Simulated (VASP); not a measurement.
Band structure of IrO₃ (space group Pm-3m). These are PBEsol GGA, VASP's PBE PAW potentials (set 64) (plane waves; VASP) values and carry that method's errors.

Unless said otherwise, spin-orbit coupling is left out, though it shifts the bands of the heavy elements here.

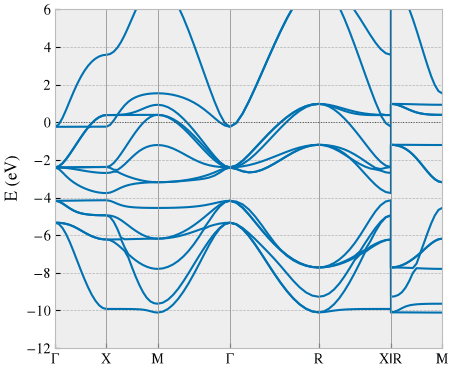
Figure. Bands along high-symmetry lines, zero at the valence-band maximum or, without a gap, the Fermi level

Task: Read the plot: is there a gap, and where are the band edges?

Result: It has no gap at this level: it comes out as a metal or semimetal. (Edges off the drawn lines would not show.)

The structure comes from a computed database's IrO3 entry (Pm-3m); how it stands against other phases isn't given here. It was relaxed first. The electron count is odd and the run is not spin-polarised, which forces a metal. VASP warned that the highest band is occupied, so more bands are needed.
